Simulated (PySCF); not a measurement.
C₇H₁₂N₂Si (SMILES C#CC[C@H](CCC#N)N[SiH3])

```xyz
22

C     0.6679    3.5304    0.2088
C    -0.0126    2.6260   -0.1799
C    -0.8130    1.5106   -0.6371
C    -0.2181    0.1599   -0.1897
C     1.1594   -0.0609   -0.8275
C     1.8276   -1.3169   -0.2568
C     2.1539   -1.1400    1.1344
N     2.4113   -0.9878    2.2378
N    -1.0920   -0.9401   -0.5127
Si   -2.2759   -1.5841    0.5560
H     1.2553    4.3300    0.5486
H    -0.8820    1.5357   -1.7299
H    -1.8230    1.5986   -0.2271
H    -0.1002    0.1775    0.8991
H     1.7850    0.8149   -0.6444
H     1.0422   -0.1815   -1.9081
H     1.1399   -2.1635   -0.3426
H     2.7476   -1.5464   -0.8013
H    -1.2570   -1.0022   -1.5074
H    -1.5704   -1.8551    1.8056
H    -2.7359   -2.7882   -0.1327
H    -3.4206   -0.6977    0.8220
```

Geometry: GFN2-xTB.

All numbers below come from PBE0/pcSseg-1, SCF density, gas phase, non-relativistic in PySCF.

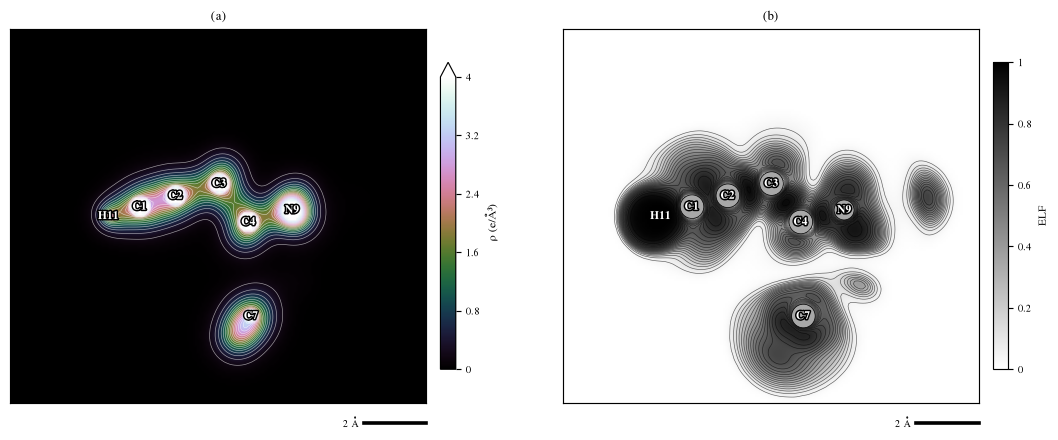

Figure 1. (a) electron density; (b) ELF on the plane of atoms C2, C3 and C4. Grey discs cover the atomic cores in the ELF map.

What does the map show?

The section cuts through C, N and H sites.
C–C (1.20 Å): the density is about 2.8 e/Å³ at the midpoint; the ELF peaks at about 0.85 between the atoms; a multiple bond.
C–H (1.05 Å): ρ at the midpoint is about 2.1 e/Å³; the ELF climbs to about 1 towards the hydrogen, as it does in any bond to H: a covalent bond by its length.
The ELF also peaks beside N9, away from the bonds: lone-pair regions.

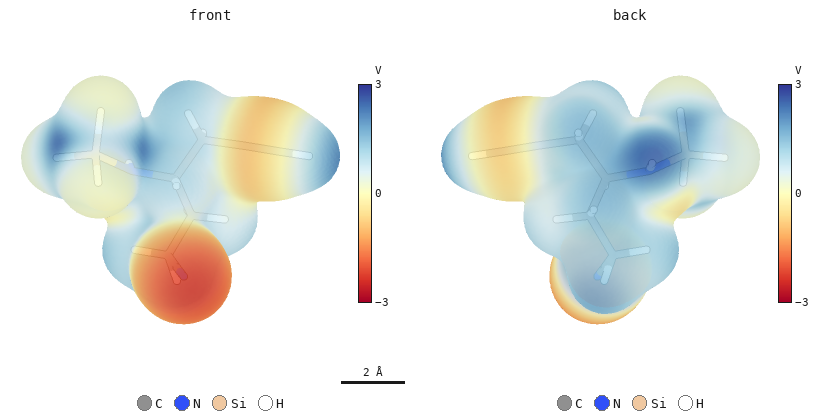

Figure 2. The molecular electrostatic potential painted on the density surface at 0.004 e/bohr³, seen from the front and from behind; red is negative and blue positive.

Where is the surface potential most negative and most positive?

The most negative region (about −2.2 V) lies over N8, the most positive (about +2.4 V) over Si10 and H19. N8 is the likeliest acceptor of a hydrogen bond.
